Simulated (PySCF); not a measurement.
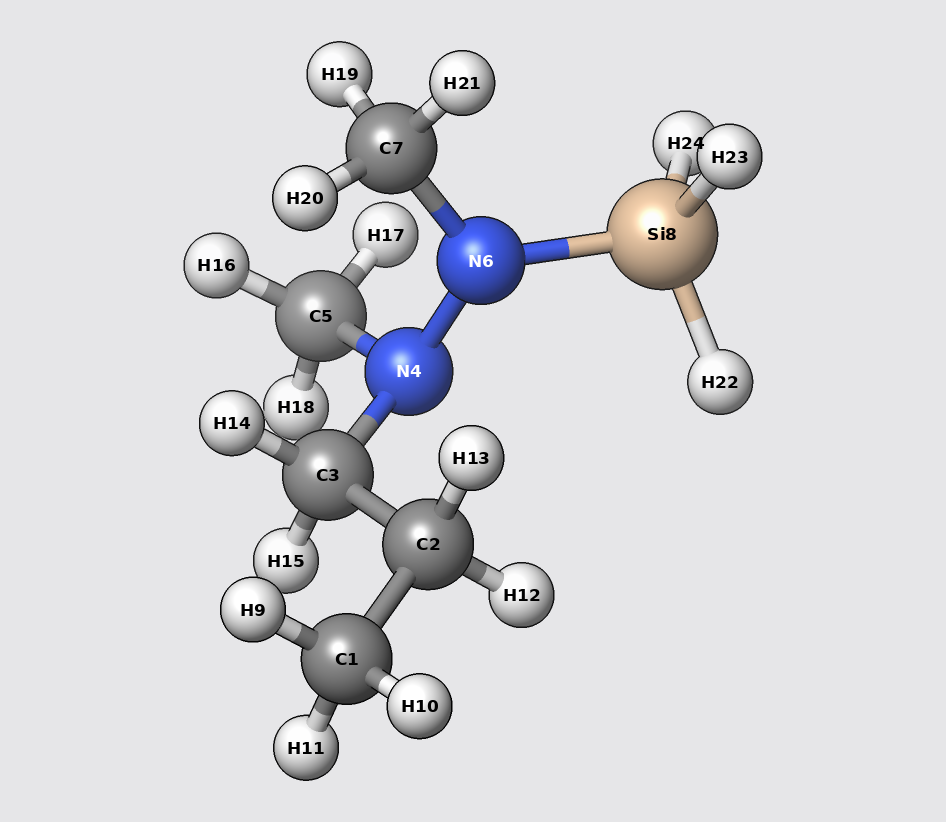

The geometry was computed by an optimisation with GFN2-xTB. No frequency run is at hand to confirm it as a minimum. Electric field gradients from the ground-state density, PBE0/pcSseg-1 (PySCF 2.14.0), non-relativistic apart from any core potentials.

Give the largest field-gradient component, the quadrupole coupling constant and the asymmetry for 14N at N4 (Q = 20.44 mb), 14N at N6 (Q = 20.44 mb), 2H at H9 (Q = 2.86 mb), 2H at H10 (Q = 2.86 mb).

```
atom  V_zz (a.u.)  e²qQ/h (MHz)     η
  N4       −1.512         −7.26  0.36
  N6       −1.360         −6.53  0.57
  H9        0.314         0.211  0.02
 H10        0.317         0.213  0.01
```

The geometry is semi-empirical. Around Si such bond lengths and angles can be off by a tenth of an ångström or more and by several degrees, and values that hang on the shape move with them.
